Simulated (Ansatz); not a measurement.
## Electronic structure of BrFH3NSi2 (SMILES F[SiH2]N[Si]Br) in real space

Input file:

```
crystal:
  periodic: [false, false, false]
  atoms:
    - symbol: Br
      position_ang: [-0.954321, -2.705998, -1.031224]
    - symbol: F
      position_ang: [2.180861, 1.875829, -1.747630]
    - symbol: N
      position_ang: [1.380923, -0.738823, -1.293528]
    - symbol: Si
      position_ang: [2.679016, 0.417974, -1.219727]
    - symbol: Si
      position_ang: [0.463163, -1.289159, 0.077690]
    - symbol: H
      position_ang: [3.782941, 0.001384, -2.116611]
    - symbol: H
      position_ang: [3.066852, 0.551525, 0.204030]
    - symbol: H
      position_ang: [1.133781, -1.094723, -2.218248]
basis:
  gaussian: {orbitals: def2-TZVPD}
hamiltonian: {xc: pbe0}
output: {forces: true, orbitals: {seedname: orbitals}}
```

Command:

```sh
ansatz run input.yaml --threads 2 --pin off --max-ram 4350MiB --events-out events.jsonl --progress --plain --runs-dir runs
```

Geometry: PBE0-D3(BJ)/pcseg-1.

Method: isolated molecule in a Gaussian basis; Kohn-Sham density functional theory, functional PBE0 in Ansatz.

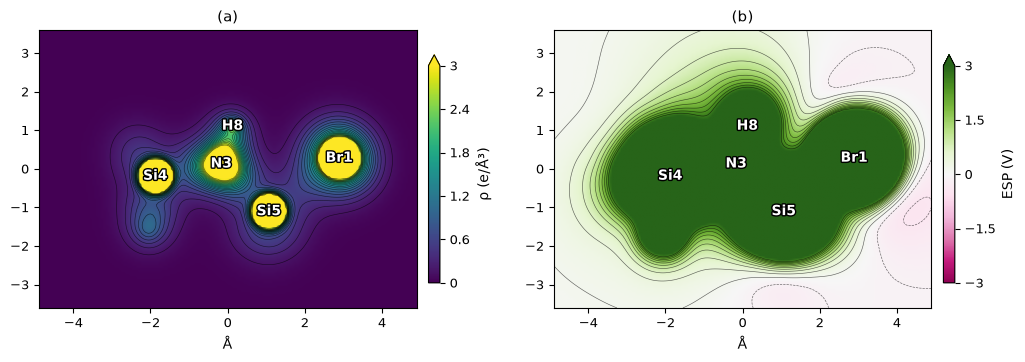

Figure 1. (a) total electron density; (b) molecular electrostatic potential on the plane of atoms Br1, Si5 and N3.

### Interpret the plot.

- The section cuts through Br, N, Si and H sites.
- Si–N (1.74 Å): the density is about 1.1 e/Å³ at the midpoint.
- Si–Br (2.29 Å): the density is about 0.69 e/Å³ at the midpoint, with its minimum of 0.54 e/Å³ about 0.8 Å from Si.
- N–H (1.02 Å): the density is about 2.8 e/Å³ at the midpoint.
- Outside the dense part of the molecule the potential is most negative (−0.5 V) near Br1.

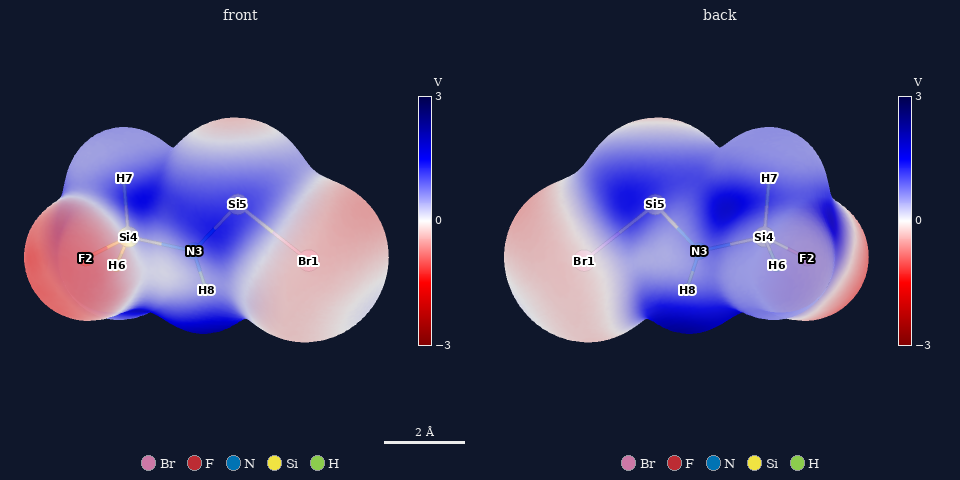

Figure 2. The molecular electrostatic potential painted on the density surface at 0.002 e/bohr³, seen from the front and from behind; red is negative and blue positive.

### Describe the electrostatic potential map.

The most negative region (about −0.9 V) lies over F2, the most positive (about +2.2 V) over H8.

### How polar is the molecule by this calculation?

Its dipole moment is 1.68 D.

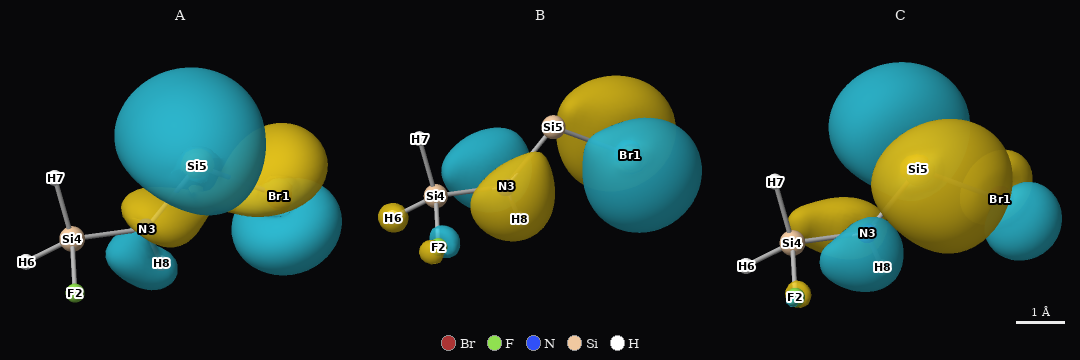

Figure 3. Three frontier orbitals at ±0.08 Å⁻³ᐟ² (yellow and cyan are the two phases), in no order.

### Which picture is the HOMO−1, the HOMO and the LUMO?

B is the HOMO−1 (−8.59 eV). By Hirshfeld shares it lies mainly on Br1 (about 70 %) and N3 (about 15 %); largely a lone pair of Br1. A is the HOMO (−7.45 eV). It lies mainly on Si5 (about 60 %), Br1 (about 30 %) and N3 (about 5 %). C is the LUMO (−2.25 eV). It lies mainly on Si5 (about 75 %), Br1 (about 10 %) and N3 (about 10 %).

### What is the HOMO–LUMO gap?

5.20 eV between the orbital energies.
